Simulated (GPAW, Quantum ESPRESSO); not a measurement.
# YS (Fm-3m): the S K absorption edge

Aim: the S K edge of YS (Fm-3m) by two routes, a Lanczos recursion (XSpectra) and a sum over empty bands (GPAW), to see which features are robust.

Program: Quantum ESPRESSO 7.5. Level of theory: core-hole supercells, plane-wave PAW LDA (first program; GPAW 26.7.0 follows as the second). Results are calculated unless marked as measured.

**1. The starting structure**

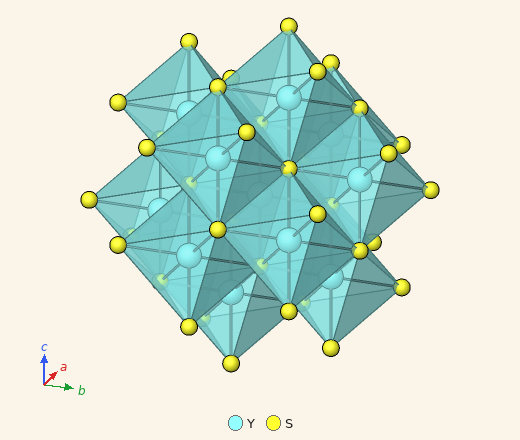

The cell as given, from a free direction (yttrium teal, sulfur yellow). This picture shows the conventional cell, with its axes. Some periodic images of atoms are drawn too.

**2. The field without a hole (Quantum ESPRESSO)**

A plain self-consistent run shows whether there is a gap, which decides the set-up of the core-hole run.

scf.in

```
&control
   calculation='scf', prefix='x', pseudo_dir='../pp', outdir='tmp', tprnfor=.true.
/
&system
   ibrav=0, nat=2, ntyp=2, nbnd=13
   ecutwfc=44, ecutrho=290
   occupations='smearing', smearing='mv', degauss=0.015
/
&electrons
   conv_thr=2.0e-08, electron_maxstep=120
   mixing_beta=0.5
/
ATOMIC_SPECIES
Y 1.0 Y.lda-spn-kjpaw.UPF
S3 1.0 S.lda-nl-kjpaw.UPF
CELL_PARAMETERS angstrom
  0.00000000 2.74365000 2.74365000
  2.74365000 0.00000000 2.74365000
  2.74365000 2.74365000 0.00000000
ATOMIC_POSITIONS crystal
Y    0.50000000 0.50000000 0.50000000
S3   0.00000000 0.00000000 0.00000000
K_POINTS automatic
8 8 8 0 0 0
```

Y.lda-spn-kjpaw.ld1.in

```
&input
   title='Y', zed=39., rel=1, iswitch=3, dft='PZ',
   config='[Kr] 5s2 5p0 4d1'
/
&inputp
   file_pseudopw='Y.lda-spn-kjpaw.UPF', author='',
   lpaw=.true.,
   pseudotype=3,
   lloc=-1,
   rcloc=1.6,
   which_augfun='PSQ',
   rmatch_augfun_nc=.true.,
   nlcc=.true.,
   new_core_ps=.true.,
   rcore=1.2,
   tm=.true.,
   lgipaw_reconstruction=.true., use_paw_as_gipaw=.true.
/
6
4S  1  0  2.00  0.00  1.20  1.40  0.0
5S  2  0  2.00  0.00  1.20  1.40  0.0
4P  2  1  6.00  0.00  1.30  1.60  0.0
5P  3  1  0.00  0.00  1.30  1.60  0.0
4D  3  2  1.00  0.00  1.20  1.80  0.0
4D  3  2  0.00  0.50  1.20  1.80  0.0
```

S.lda-nl-kjpaw.ld1.in

```
&input
   title='S', zed=16., rel=1, iswitch=3, dft='PZ',
   config='[Ne] 3s2 3p4 3d-1'
/
&inputp
   file_pseudopw='S.lda-nl-kjpaw.UPF', author='',
   lpaw=.true.,
   pseudotype=3,
   lloc=2,
   which_augfun='PSQ',
   rmatch_augfun_nc=.true.,
   nlcc=.true.,
   new_core_ps=.true.,
   rcore=1.5,
   tm=.true.,
   lgipaw_reconstruction=.true., use_paw_as_gipaw=.true.
/
5
3S  1  0  2.00  0.00  1.50  1.70  0.0
3S  1  0  0.00  6.00  1.50  1.70  0.0
3P  2  1  4.00  0.00  1.50  1.70  0.0
3P  2  1  0.00  3.00  1.50  1.70  0.0
3D  3  2  0.00  1.50  1.60  1.60  0.0
```

Run with:

```
OMP_NUM_THREADS=1 mpirun --oversubscribe --bind-to none -np 4 pw.x -nk 4 -in scf.in > scf.out
```

Log:

```text
     [... banner and references ...]
using ibrav=0 with symmetry is DISCOURAGED, use correct ibrav instead

     G-vector sticks info
     --------------------

     Using Slab Decomposition

     bravais-lattice index     =            0
     lattice parameter (alat)  =       7.3323  a.u.
     unit-cell volume          =     278.7486 (a.u.)^3
     number of atoms/cell      =            2
     number of atomic types    =            2
     number of electrons       =        17.00
     number of Kohn-Sham states=           13
     kinetic-energy cutoff     =      44.0000  Ry
     charge density cutoff     =     290.0000  Ry
     scf convergence threshold =      2.0E-08
     mixing beta               =       0.5000
     number of iterations used =            8  plain     mixing
     Exchange-correlation= SLA  PZ   NOGX NOGC
                           (   1   1   0   0   0   0   0)

     celldm(1)=   7.332340  celldm(2)=   0.000000  celldm(3)=   0.000000
     celldm(4)=   0.000000  celldm(5)=   0.000000  celldm(6)=   0.000000

     crystal axes: (cart. coord. in units of alat)
               a(1) = (   0.000000   0.707107   0.707107 )
               a(2) = (   0.707107   0.000000   0.707107 )
               a(3) = (   0.707107   0.707107   0.000000 )

     reciprocal axes: (cart. coord. in units 2 pi/alat)
               b(1) = ( -0.707107  0.707107  0.707107 )
               b(2) = (  0.707107 -0.707107  0.707107 )
               b(3) = (  0.707107  0.707107 -0.707107 )

     ../pp/Y.lda-spn-kjpaw.UPF
     Pseudo is Projector augmented-wave + core cor, Zval = 11.0
     Shape of augmentation charge: PSQ
     Using radial grid of 1223 points,  6 beta functions with:
                l(1) =   0
                l(2) =   0
                l(3) =   1
                l(4) =   1
                l(5) =   2
                l(6) =   2
     Q(r) pseudized with 0 coefficients

     ../pp/S.lda-nl-kjpaw.UPF
     Pseudo is Projector augmented-wave + core cor, Zval =  6.0
     Shape of augmentation charge: PSQ
     Using radial grid of 1151 points,  4 beta functions with:
                l(1) =   0
                l(2) =   0
                l(3) =   1
                l(4) =   1
     Q(r) pseudized with 0 coefficients

     atomic species   valence    mass     pseudopotential
     Y                11.00     1.00000     Y ( 1.00)
     S3                6.00     1.00000     S ( 1.00)

     48 Sym. Ops., with inversion, found

   Cartesian axes

     site n.     atom                  positions (alat units)
         1        Y      tau(   1) = (   0.7071068   0.7071068   0.7071068  )
         2        S3     tau(   2) = (   0.0000000   0.0000000   0.0000000  )

     number of k points=    29  Marzari-Vanderbilt smearing, width (Ry)=  0.0150
                       cart. coord. in units 2pi/alat
        k(    1) = (   0.0000000   0.0000000   0.0000000), wk =   0.0039062
        k(    2) = (   0.0883883   0.0883883  -0.0883883), wk =   0.0312500
        k(    3) = (   0.1767767   0.1767767  -0.1767767), wk =   0.0312500
        k(    4) = (   0.2651650   0.2651650  -0.2651650), wk =   0.0312500
        k(    5) = (  -0.3535534  -0.3535534   0.3535534), wk =   0.0156250
[...]
k(   27) = (   0.0000000  -0.3535534   0.5303301), wk =   0.0937500
        k(   28) = (  -0.7071068   0.1767767  -0.0000000), wk =   0.0468750
        k(   29) = (  -0.7071068   0.3535534   0.0000000), wk =   0.0234375

     Dense  grid:    23289 G-vectors     FFT dimensions: (  40,  40,  40)

     Smooth grid:    10969 G-vectors     FFT dimensions: (  32,  32,  32)

     Initial potential from superposition of free atoms

     starting charge      16.9965, renormalised to      17.0000
     Starting wfcs are   17 randomized atomic wfcs
     Checking if some PAW data can be deallocated...

     per-process dynamical memory:    24.9 Mb

     Self-consistent Calculation

[...]
iteration #  7     ecut=    44.00 Ry     beta= 0.50
     Davidson diagonalization with overlap
     ethr =  9.21E-09,  avg # of iterations =  1.3

     total energy              =    -339.04033462 Ry
     estimated scf accuracy    <       0.00000038 Ry

     iteration #  8     ecut=    44.00 Ry     beta= 0.50
     Davidson diagonalization with overlap
     ethr =  2.24E-09,  avg # of iterations =  2.3

     End of self-consistent calculation

          k = 0.0000 0.0000 0.0000 (  1363 PWs)   bands (ev):

   -30.9016 -10.8805 -10.8805 -10.8805  -2.7131   8.9577   8.9577   8.9577
    12.1010  12.1010  12.1010  12.9470  12.9470

          k = 0.0884 0.0884-0.0884 (  1387 PWs)   bands (ev):

   -30.8973 -10.9510 -10.8854 -10.8854  -2.5363   8.1336   8.5270   8.5270
    12.2690  12.4096  12.4096  13.6565  13.6565

          k = 0.1768 0.1768-0.1768 (  1375 PWs)   bands (ev):

   -30.8866 -11.1140 -10.8972 -10.8972  -2.0920   6.7372   7.7983   7.7983
    12.6194  13.2050  13.2050  15.2791  15.2792

          k = 0.2652 0.2652-0.2652 (  1377 PWs)   bands (ev):

   -30.8759 -11.2680 -10.9089 -10.9089  -1.6091   5.6333   7.2674   7.2674
    13.3805  14.3282  14.3282  16.0686  17.1277

          k =-0.3536-0.3536 0.3536 (  1380 PWs)   bands (ev):

   -30.8715 -11.3294 -10.9138 -10.9138  -1.3915   5.2086   7.0799   7.0799
    14.3625  14.9938  15.0749  15.0749  18.6690

          k = 0.1768 0.0000 0.0000 (  1387 PWs)   bands (ev):

[...]
k = 0.2652 0.0884-0.0884 (  1366 PWs)   bands (ev):

[...]
k = 0.3536 0.1768-0.1768 (  1382 PWs)   bands (ev):

[...]
k =-0.2652-0.4419 0.4419 (  1379 PWs)   bands (ev):

[...]
k =-0.1768-0.3536 0.3536 (  1378 PWs)   bands (ev):

[...]
k =-0.0884-0.2652 0.2652 (  1374 PWs)   bands (ev):

[...]
k = 0.0000-0.1768 0.1768 (  1375 PWs)   bands (ev):

[...]
k = 0.3536 0.0000 0.0000 (  1355 PWs)   bands (ev):

[...]
k = 0.4419 0.0884-0.0884 (  1368 PWs)   bands (ev):

[...]
k =-0.1768-0.5303 0.5303 (  1374 PWs)   bands (ev):

[...]
k = 0.0000-0.3536 0.3536 (  1368 PWs)   bands (ev):

[...]
k = 0.5303-0.0000 0.0000 (  1363 PWs)   bands (ev):

[...]
k = 0.0000-0.5303 0.5303 (  1360 PWs)   bands (ev):

[...]
k =-0.7071 0.0000 0.0000 (  1362 PWs)   bands (ev):

[...]
k = 0.3536 0.1768 0.0000 (  1371 PWs)   bands (ev):

[...]
k =-0.1768-0.3536 0.5303 (  1374 PWs)   bands (ev):

[...]
k =-0.1768-0.5303 0.7071 (  1377 PWs)   bands (ev):

[...]
k =-0.0884-0.4419 0.6187 (  1377 PWs)   bands (ev):

[...]
k = 0.0000-0.3536 0.5303 (  1375 PWs)   bands (ev):

   -30.8647 -11.1747 -11.0843 -10.9681  -1.7074   6.2446   7.2023   7.2694
    13.3049  13.5278  15.1251  15.5769  16.7633

          k =-0.7071 0.1768-0.0000 (  1370 PWs)   bands (ev):

   -30.8620 -11.1773 -11.0381 -11.0246  -1.9468   6.8961   7.4968   7.6957
    11.0707  14.7227  15.2470  15.9736  16.1206

          k =-0.7071 0.3536 0.0000 (  1384 PWs)   bands (ev):

   -30.8619 -11.1081 -11.1081 -11.0403  -1.8019   6.8791   7.1431   7.1431
    13.1514  13.1514  15.0683  15.7071  16.1302

     the Fermi energy is    12.3203 ev

!    total energy              =    -339.04033473 Ry
     total all-electron energy =     -7559.474790 Ry
     estimated scf accuracy    <          4.9E-10 Ry
     smearing contrib. (-TS)   =      -0.00056589 Ry
     internal energy E=F+TS    =    -339.03976884 Ry

     The total energy is F=E-TS. E is the sum of the following terms:
     one-electron contribution =      -8.81563391 Ry
     hartree contribution      =      13.21550495 Ry
     xc contribution           =     -23.09932370 Ry
     ewald contribution        =     -83.28931699 Ry
     one-center paw contrib.   =    -237.05099920 Ry

     convergence has been achieved in   8 iterations

     Forces acting on atoms (cartesian axes, Ry/au):

     atom    1 type  1   force =    -0.00000000   -0.00000000   -0.00000000
     atom    2 type  2   force =     0.00000000    0.00000000   -0.00000000

     Total force =     0.000000     Total SCF correction =     0.000000

     XML data file, charge density, pseudopotentials, collected wavefunctions

=------------------------------------------------------------------------------=
   JOB DONE.
=------------------------------------------------------------------------------=
```

It took 2.7 s on 4 MPI ranks of Arm Neoverse V2, shared host; peak memory 0.07 GiB; 10 s of CPU time.

Absorbing atoms carry a label of their own (element plus a letter or digit), as the spectrum program needs them as separate species.

The mesh shows no gap, so the system is treated as a metal and the core electron is put at the Fermi level (neutral cell).

**3. Spectrum without a core hole, S atom 2 (Quantum ESPRESSO)**

This cheap baseline ignores the attraction of the hole: it shows the absorber's empty states as they are in the ground state.

The absorber has 6 Y at 2.74 Å (octahedral, site symmetry m-3m).

xspectra.in

```
&input_xspectra
   calculation='xanes_dipole', edge='K'
   prefix='x', outdir='tmp', xiabs=2, xe0=12.3203
   xonly_plot=.false., x_save_file='xanes.sav'
   xniter=3000, xcheck_conv=20, xerror=0.005
   xcoordcrys=.false., xepsilon(1)=1, xepsilon(2)=0, xepsilon(3)=0
/
&plot
   xnepoint=413, xemin=-10, xemax=45, terminator=.true., cut_occ_states=.true.
   xgamma=0.4
/
&pseudos
   filecore='../S.wfc'
/
&cut_occ
   cut_desmooth=0.1, cut_stepl=0.05, cut_stepu=0.05, cut_ierror=1e-5
/
9 9 9 0 0 0
```

Run with:

```
OMP_NUM_THREADS=1 mpirun --oversubscribe --bind-to none -np 4 xspectra.x -nk 4 -in xspectra.in > xspectra.out
```

Log:

```text
     [... banner and references ...]
Reading input_file

     calculation: xanes_dipole

     xepsilon  [cartesian coordinates]:   1.000000   0.000000   0.000000

     xonly_plot: FALSE
        => complete calculation: Lanczos + spectrum plot

     filecore (core-wavefunction file): ../S.wfc

     main plot parameters:
        cut_occ_states: TRUE
        gamma_mode:  constant
        -> using xgamma [eV]:  0.40
        xemin [eV]: -10.00
        xemax [eV]:  45.00
        xnepoint:  413
        xe0 [eV]:  12.320300 (energy zero read in input file)

[...]
Results of STEP 1 successfully written in x_save_file
     x_save_file name:
     ->  xanes.sav
     x_save_file version:  2

     ... End STEP 1 ...

     ... Begin STEP 2 ...

     The spectrum is calculated using the following parameters:
        xe0 [eV]:   12.3203
        the occupied states are elimintate from the spectrum
        xemin [eV]: -10.00
        xemax [eV]:  45.00
        xnepoint:  413
        constant broadening parameter [eV]:    0.400
        Core level energy [eV]:  -2472.
         (from electron binding energy of neutral atoms in X-ray data booklet)

     Cross-section successfully written in xanes.dat

     ... End STEP 2 ...

                                END JOB XSpectra
```

The job ended after 21 s (4 MPI ranks; peak memory 0.1 GiB; 82 s of CPU time).

The S K spectrum, S atom 2, no core hole (energy from the energy zero of the input (xe0, at the border of filled and empty states); intensity scaled to a mean of 1 over the first 20 eV; the points at xe0, where the cut of filled states can leave a spike, are interpolated):

| E (eV) | intensity |
| --- | --- |
| -2.0 | 0.05 |
| -0.5 | 0.14 |
| 1.0 | 0.58 |
| 2.5 | 1.15 |
| 4.0 | 1.23 |
| 5.5 | 1.22 |
| 7.0 | 2.03 |
| 8.5 | 1.57 |
| 10.0 | 0.80 |
| 11.5 | 0.86 |
| 13.0 | 0.68 |
| 14.5 | 0.80 |
| 16.0 | 0.97 |
| 17.5 | 0.97 |
| 19.0 | 0.76 |
| 20.5 | 0.70 |
| 22.0 | 0.96 |
| 23.5 | 0.72 |
| 25.0 | 1.22 |
| 26.5 | 1.54 |
| 28.0 | 1.69 |
| 29.5 | 0.92 |
| 31.0 | 0.84 |

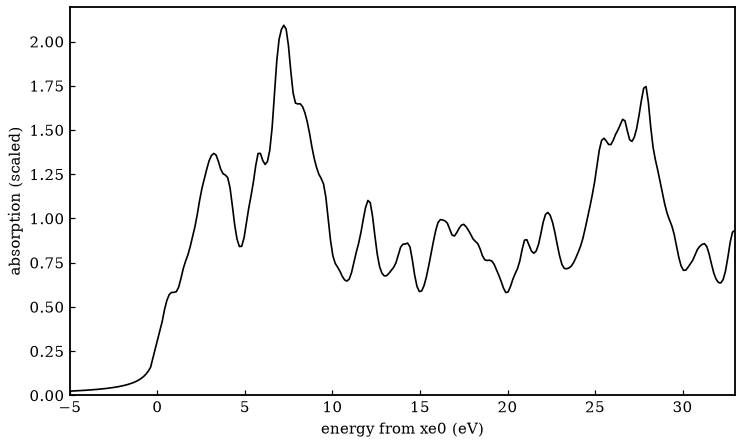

The S K edge, S atom 2, no core hole: main maxima at 3.2, 5.9 and 7.2 eV.

Main maxima below 24 eV (height): 3.2 eV (1.37), 5.9 eV (1.37), 7.2 eV (2.09), 12.0 eV (1.10), 16.2 eV (0.99) and 22.3 eV (1.03). A K edge sees empty p states; the first features are S p mixed into the empty d states of the Y neighbours, and the broad ones above probably into the cations' higher empty bands.

**4. Another broadening**

The final state's lifetime shortens with energy, so measured features broaden above the edge; the saved Lanczos coefficients are redrawn with a width that grows.

xspectra_plot.in

```
&input_xspectra
   calculation='xanes_dipole', edge='K'
   prefix='x', outdir='tmp', xiabs=2, xe0=12.3203
   xonly_plot=.true., x_save_file='xanes.sav'
   xniter=3000, xcheck_conv=20, xerror=0.005
   xcoordcrys=.false., xepsilon(1)=1, xepsilon(2)=0, xepsilon(3)=0
/
&plot
   xnepoint=413, xemin=-10, xemax=45, terminator=.true., cut_occ_states=.true.
   gamma_mode='variable', gamma_energy(1)=4, gamma_energy(2)=25, gamma_value(1)=0.3, gamma_value(2)=2.5
/
&pseudos
   filecore='../S.wfc'
/
&cut_occ
   cut_desmooth=0.1, cut_stepl=0.05, cut_stepu=0.05, cut_ierror=1e-5
/
9 9 9 0 0 0
```

Run with:

```
OMP_NUM_THREADS=1 xspectra.x -in xspectra_plot.in > xspectra_plot.out
```

Log:

```text
     [... banner and references ...]
Reading input_file
     -------------------------------------------------------------------------

     calculation: xanes_dipole

     xonly_plot: TRUE
        => only the spectrum plot

     main plot parameters:
        cut_occ_states: TRUE
        gamma_mode:  variable
        -> first, constant up to point ( 4.00, 0.30) [eV]
        -> then, linear up to point (25.00, 2.50) [eV]
        -> finally, constant up to xemax
        xemin [eV]: -10.00
        xemax [eV]:  45.00
        xnepoint:  413
[...]
xemin [eV]: -10.00
        xemax [eV]:  45.00
        xnepoint:  413
        energy-dependent broadening parameter:
         -> first, constant up to point ( 4.00, 0.30) [eV]
         -> then, linear up to point (25.00, 2.50) [eV]
         -> finally, constant up to xemax
        Core level energy [eV]:  -2472.
         (from electron binding energy of neutral atoms in X-ray data booklet)

     Cross-section successfully written in xanes.dat

     -------------------------------------------------------------------------
                                END JOB XSpectra
     -------------------------------------------------------------------------
[key lines of the parts left out:]
Fermi level [eV]:  12.6194
```

Elapsed: 5.9 s, on 1 MPI rank; peak memory 0.08 GiB.

With a Lorentzian half width 0.3 eV up to 4 eV, rising linearly to 2.5 eV at 25 eV, the maxima are 0.7 eV (0.60), 3.2 eV (1.44), 4.0 eV (1.30), 7.2 eV (1.83), 11.9 eV (0.89) and 16.8 eV (0.86).

**5. Reference energy of the supercell (Quantum ESPRESSO)**

The photon energy needs a difference of total energies, so the cell and mesh of the coming hole run are first run without a hole.

scf.in

```
&control
   calculation='scf', prefix='x', pseudo_dir='../pp', outdir='tmp', tprnfor=.true.
/
&system
   ibrav=0, nat=8, ntyp=2, nbnd=42
   ecutwfc=44, ecutrho=290
   occupations='smearing', smearing='mv', degauss=0.015
/
&electrons
   conv_thr=8.0e-08, electron_maxstep=120
   mixing_beta=0.5
/
ATOMIC_SPECIES
Y 1.0 Y.lda-spn-kjpaw.UPF
S 1.0 S.lda-nl-kjpaw.UPF
CELL_PARAMETERS angstrom
  0.00000000 0.00000000 5.48730000
  5.48730000 0.00000000 0.00000000
  0.00000000 5.48730000 0.00000000
ATOMIC_POSITIONS crystal
Y    0.50000000 0.50000000 0.50000000
Y    0.50000000 0.00000000 0.00000000
Y    0.00000000 0.00000000 0.50000000
Y    0.00000000 0.50000000 0.00000000
S    0.00000000 0.00000000 0.00000000
S    0.00000000 0.50000000 0.50000000
S    0.50000000 0.50000000 0.00000000
S    0.50000000 0.00000000 0.50000000
K_POINTS automatic
5 5 5 0 0 0
```

Run with:

```
OMP_NUM_THREADS=1 mpirun --oversubscribe --bind-to none -np 4 pw.x -nk 4 -in scf.in > scf.out
```

Log:

```text
     [... banner and references ...]
[banner, memory and clock lines left out]
Found identity + (  0.0000  0.5000  0.5000) symmetry
     This is a supercell, fractional translations are disabled
     using ibrav=0 with symmetry is DISCOURAGED, use correct ibrav instead

     G-vector sticks info

     bravais-lattice index     =            0
     lattice parameter (alat)  =      10.3695  a.u.
     unit-cell volume          =    1114.9945 (a.u.)^3
[...]
atom    1 type  1   force =     0.00000000    0.00000000    0.00000000
     atom    2 type  1   force =     0.00000000    0.00000000    0.00000000
     atom    3 type  1   force =     0.00000000    0.00000000    0.00000000
[...]
atom    7 type  2   force =     0.00000000    0.00000000    0.00000000
     atom    8 type  2   force =     0.00000000    0.00000000    0.00000000

     Total force =     0.000000     Total SCF correction =     0.000000

     XML data file, charge density, pseudopotentials, collected wavefunctions
[key lines of the parts left out:]
!    total energy              =   -1356.15849321 Ry
the Fermi energy is    12.4321 ev
convergence has been achieved in   9 iterations
```

It took 15 s on 4 MPI ranks; peak memory 0.19 GiB; 58 s of CPU time.

Reference energy: -411407.538 eV with the cores included.

(Continued in part 2 of 4.)

[Banner, clock and machine lines of the logs are left out without a mark of their own.]

[Logs are printed without paths, hosts, clocks, repeated set-up lines and the standing remarks that a program may print on its own settings, such as how far it seeks lower states.]

[Hosts, paths, dates, database ids (printed as entryN), source tags and the programs' standing remarks are cut or masked in the printed files.]

[Lists of maxima count a maximum above −3 eV only where it reaches 4 % of the highest in the window and stands out from its surroundings by 2 % of it (1.5 % where it reaches 55 %); shoulders and weaker maxima are passed over, and of the rest the first, up to two pre-edge ones and the few strongest are named.]
